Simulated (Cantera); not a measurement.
Input: 1 mol B2H6, 99 mol H2, a varied amount of NH3, equilibrated at 1552 °C and 0.0133 bar.

Method: chemical equilibrium by Gibbs-energy minimisation in Cantera with the NASA 1993 tables (ideal gas, pure condensed phases). Candidate condensed phases: B, BN; 15 gas species. The feed counts by its element totals alone. Mutual solubility and eutectic melting of coexisting phases are not modelled. The tables' values for BH2 are old estimates; treat these amounts as uncertain. The numbers say what is thermodynamically allowed, not how fast it happens.

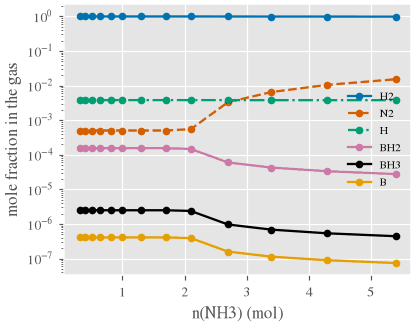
*Equilibrium gas composition (values under 1e-9 drawn at 1e-9)*

From 0.31 mol NH3 to 1.7 mol NH3 the condensed part is B(s) + BN(s). From 2.1 mol NH3 to 5.4 mol NH3 the condensed part is BN(s).
